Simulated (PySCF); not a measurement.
**Run report: C₈H₁₀OSi, NMR shielding calculation**

System: C₈H₁₀OSi, SMILES C=C1C(=C)C(C[SiH3])=C1C=O.
Method: GIAO PBE0/pcSseg-1 NMR shielding, non-relativistic, gas phase (PySCF 2.14.0).

The geometry comes from this level: GFN2-xTB. It belongs to a series of runs on one base structure; here: CH2 inserted into a C-Si bond. Figures and captions count atoms from 1; the log counts them from 0 in places.

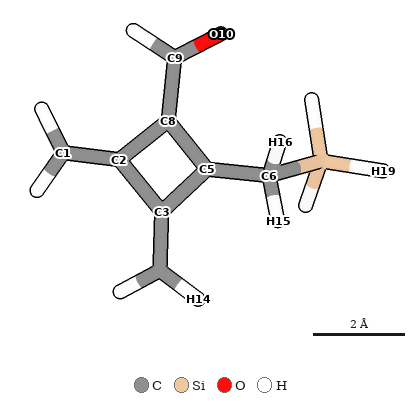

The structure as given in the input (stick view, seen at a tilt; atoms are numbered from 1 in the order of the input).

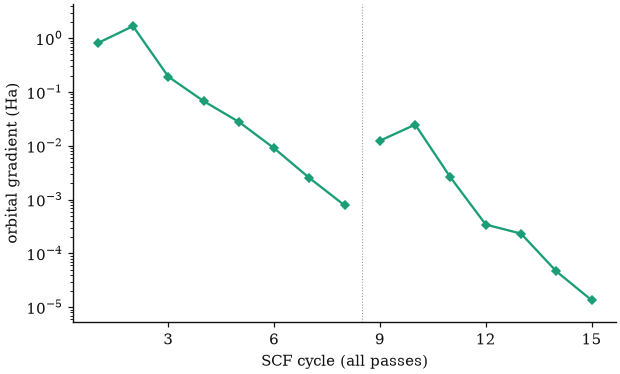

Convergence of the self-consistent field: orbital gradient against the SCF cycle. The dotted line marks the change from a coarse to the final integration grid. The first 8 cycles use a coarse grid, the final grid takes over at cycle 9, and the field converges after 15 cycles in all.

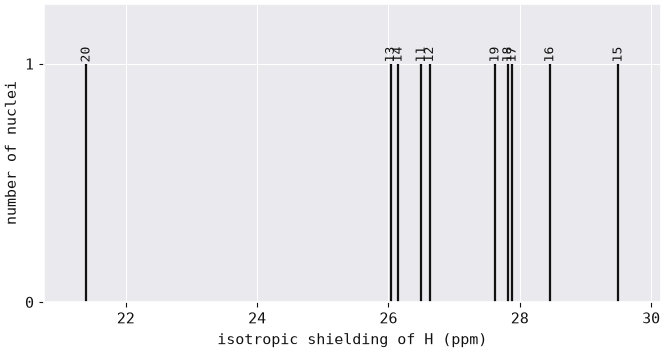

Isotropic shieldings of the hydrogen nuclei in this fixed geometry, labelled by atom number; shielding grows to the right, so chemical shift grows to the left. The least shielded is H20 (21.4 ppm), the most shielded H15 (29.5 ppm).

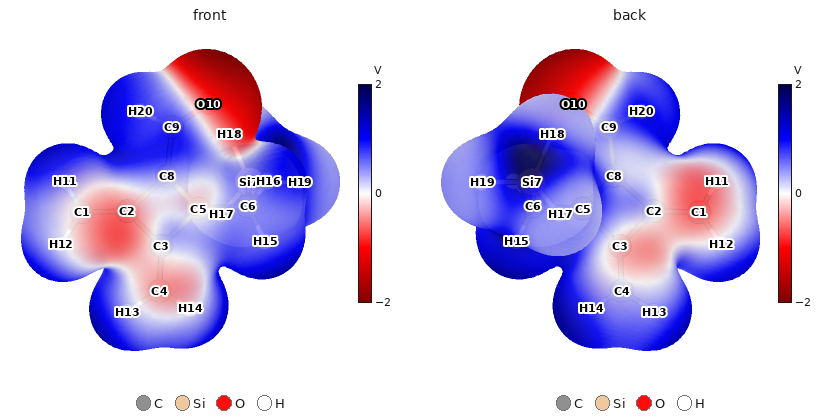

The molecular electrostatic potential painted on the density surface at 0.004 e/bohr³, seen at a tilt and from behind; the colour scale runs from red (negative) to blue (positive).

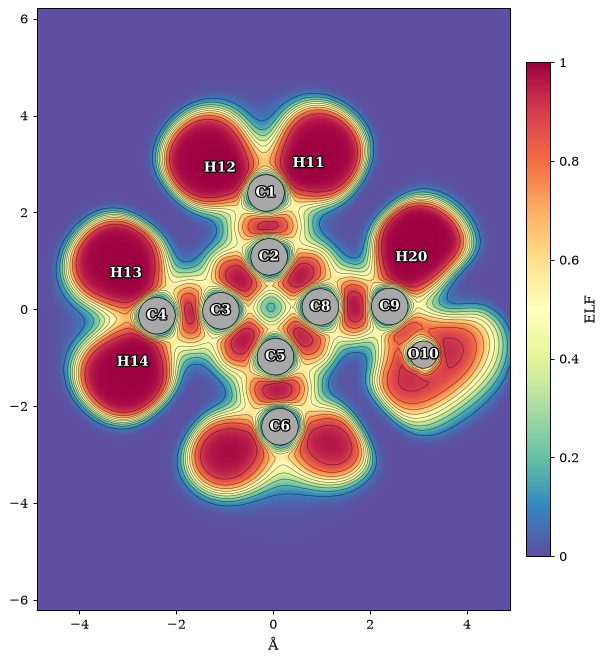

ELF on the plane of atoms C2, C1 and H11. Grey discs, where drawn, cover atomic cores. The plane passes through C, O and H nuclei. C–O (1.22 Å): the ELF peaks at about 0.85 between the atoms (a multiple bond by its length, whose ELF region spreads away from the axis). C–C (1.32 Å): the ELF peaks at about 0.95 between the atoms (a double or triple bond). C–H (1.08 Å): the ELF climbs to about 1 towards the hydrogen, as it does in any bond to H; a covalent bond by its length. C–C (1.38 Å): the ELF peaks at about 0.95 between the atoms, which marks localised, shared-pair bonding.

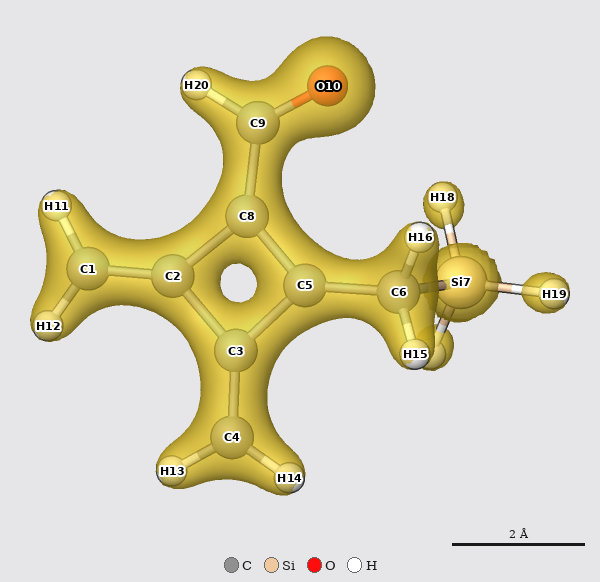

Isosurface of the electron density at 1 e/Å³ (yellow), seen face on. At this value the surface falls into five separate pieces. It is pinched off along the C–Si (1.93 Å) contacts. On the grid the lowest density along these lines, outside the cores, is 2.8 e/Å³ (C–O, 1.22 Å), 2.3 e/Å³ (C–C, 1.32 Å), 0.71 e/Å³ (C–Si, 1.93 Å) and 1.9 e/Å³ (C–H, 1.08 Å).

The input and output of the run follow.

Input file:
```
{"job": {"kind": "nmr", "xc": "PBE0", "basis": "pcSseg-1"}, "charge": 0, "multiplicity": 1}
C     -3.008048     0.383632    -0.297154
C     -1.740171     0.143784    -0.013240
C     -0.828890    -1.033601    -0.128624
C     -0.927112    -2.280399    -0.563908
C      0.243636    -0.203005     0.446984
C      1.645621    -0.433880     0.729952
Si     2.674271     0.104651    -0.812596
C     -0.592778     0.894409     0.542208
C     -0.384648     2.229921     1.016485
O      0.683753     2.670775     1.393551
H     -3.456132     1.346269    -0.119544
H     -3.642535    -0.378258    -0.716513
H     -1.851837    -2.668382    -0.955585
H     -0.086451    -2.954162    -0.539954
H      1.840315    -1.483405     0.946792
H      1.968367     0.184341     1.566672
H      2.215169    -0.695357    -1.951465
H      2.464402     1.524815    -1.058547
H      4.070914    -0.206068    -0.507666
H     -1.292996     2.864600     1.019117
```

The first line tells a small driver script what to run in PySCF; the rest is the geometry in Å.

Run as:
```bash
OMP_NUM_THREADS=1 python <driver script> task.json out
```

Output:
```
coarse grid: 17600 points
cycle   1  E = -674.6372759546  dE =  1.614e+00  |g| = 8.122e-01  |ddm| = 4.848e+00
cycle   2  E = -674.1858235544  dE =  4.515e-01  |g| = 1.679e+00  |ddm| = 3.400e+00
cycle   3  E = -674.7703686377  dE = -5.845e-01  |g| = 1.932e-01  |ddm| = 2.733e+00
cycle   4  E = -674.7791075600  dE = -8.739e-03  |g| = 6.781e-02  |ddm| = 2.970e-01
cycle   5  E = -674.7801569539  dE = -1.049e-03  |g| = 2.788e-02  |ddm| = 9.962e-02
cycle   6  E = -674.7803267068  dE = -1.698e-04  |g| = 9.006e-03  |ddm| = 2.912e-02
cycle   7  E = -674.7803461243  dE = -1.942e-05  |g| = 2.525e-03  |ddm| = 9.550e-03
cycle   8  E = -674.7803475553  dE = -1.431e-06  |g| = 7.807e-04  |ddm| = 4.372e-03
final grid: 166520 points
cycle   9  E = -674.8508683328  dE = -2.351e-05  |g| = 1.243e-02  |ddm| = 7.240e-02
cycle  10  E = -674.8507760875  dE =  9.225e-05  |g| = 2.480e-02  |ddm| = 3.578e-02
cycle  11  E = -674.8509002247  dE = -1.241e-04  |g| = 2.584e-03  |ddm| = 2.594e-02
cycle  12  E = -674.8509016904  dE = -1.466e-06  |g| = 3.436e-04  |ddm| = 2.576e-03
cycle  13  E = -674.8509017062  dE = -1.587e-08  |g| = 2.332e-04  |ddm| = 5.960e-04
cycle  14  E = -674.8509017203  dE = -1.413e-08  |g| = 4.648e-05  |ddm| = 3.026e-04
cycle  15  E = -674.8509017209  dE = -5.164e-10  |g| = 1.352e-05  |ddm| = 4.968e-05
converged SCF energy = -674.8509017209

GIAO shielding tensors (ppm)
atom      isotropic    diamagn.    paramagn.     s11        s22        s33       span
  0 C       91.412     256.406    -164.994      2.289     93.198    178.748    176.459
  1 C       36.116     257.947    -221.831    -73.511     48.400    133.457    206.968
  2 C       30.134     260.055    -229.921    -75.872     32.219    134.055    209.926
  3 C       76.838     258.115    -181.277    -20.862     71.028    180.347    201.209
  4 C        7.342     260.848    -253.506    -98.279    -18.942    139.248    237.527
  5 C      170.848     253.335     -82.487    147.079    177.785    187.679     40.600
  6 Si     418.663     879.822    -461.159    391.496    408.762    455.730     64.234
  7 C       39.864     264.543    -224.679    -45.919     35.772    129.738    175.657
  8 C       -3.911     243.523    -247.434    -87.717    -26.886    102.868    190.585
  9 O     -370.760     403.147    -773.907  -1105.493   -408.773    401.987   1507.479
 10 H       26.501      31.255      -4.754     24.648     24.954     29.902      5.254
 11 H       26.628      30.920      -4.293     24.851     24.961     30.071      5.220
 12 H       26.034      30.576      -4.543     24.395     24.772     28.933      4.538
 13 H       26.150      33.035      -6.885     24.036     24.748     29.666      5.630
 14 H       29.501      31.501      -2.001     25.214     28.408     34.880      9.667
 15 H       28.460      30.926      -2.466     24.397     26.992     33.992      9.595
 16 H       27.886      29.997      -2.111     24.224     27.233     32.201      7.978
 17 H       27.821      29.819      -1.999     24.320     26.950     32.193      7.874
 18 H       27.626      28.382      -0.756     24.609     24.981     33.287      8.678
 19 H       21.398      28.925      -7.527     19.017     21.717     23.460      4.443
```

Key numbers:

- outcome: converged
- total energy: −674.850902 hartree
- HOMO: −6.71 eV
- LUMO: −2.39 eV
- dipole moment: 2.71 D
- isotropic shielding, C: −3.9 to 170.8 ppm
- isotropic shielding, Si: 418.7 ppm
- isotropic shielding, O: −370.8 ppm
- isotropic shielding, H: 21.4 to 29.5 ppm
- hardware: 1 CPU thread, shared host
- wall time: 1.9 min
- peak memory: 1 GiB
